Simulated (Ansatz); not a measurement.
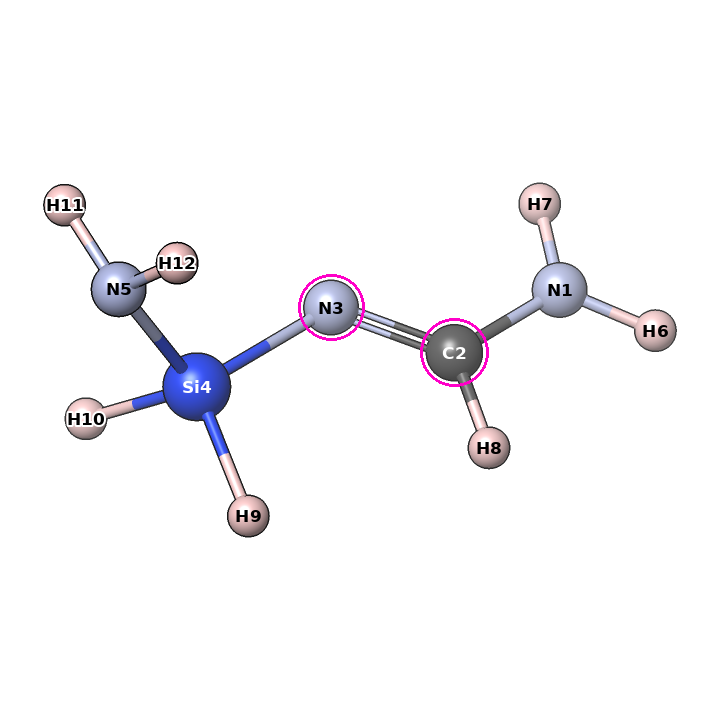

Depth is shown by fading: the farther an atom, the more it takes the colour of the background. Circles mark the stereogenic atoms. The computed structure is the end point of a PBE-D4/def2-SVP optimisation. No frequency run is at hand to confirm it as a minimum.

> Give the R/S and E/Z labels.

C2=N3: E.
